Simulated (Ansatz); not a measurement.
```xyz
4

F     0.4270    0.0155    0.7869
F     0.8641    0.3432   -1.6135
P    -0.1496    0.8568   -0.4656
H    -1.2053   -0.0770   -0.7853
```

Geometry: r2SCAN-D4/def2-SVP.

Theory: Ansatz 0.2.0, isolated molecule in a Gaussian basis; Kohn-Sham density functional theory, functional PBE0.

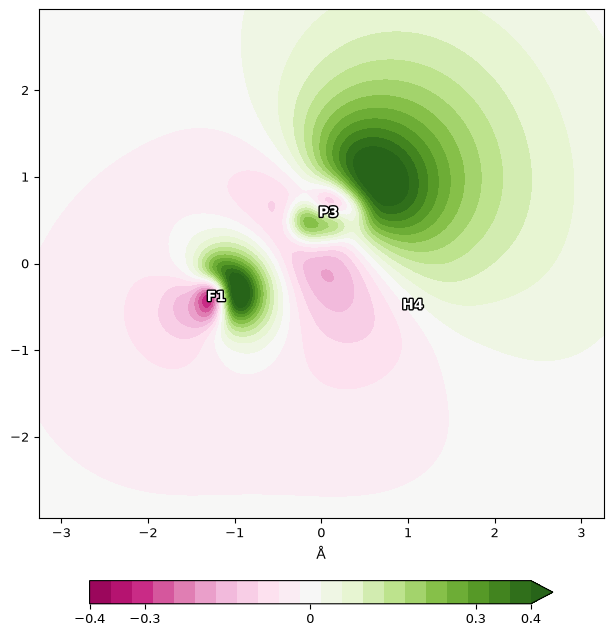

F2HP. One frontier orbital on the plane of atoms F1, P3 and H4 (values in Å⁻³ᐟ²; the overall sign is arbitrary).

Which orbital is it: HOMO or LUMO?

Answer. The LUMO, at −0.91 eV. Its weight (Hirshfeld) is mainly on P3 (about 75 %), F1 (about 10 %), F2 (about 10 %) and H4 (about 10 %).
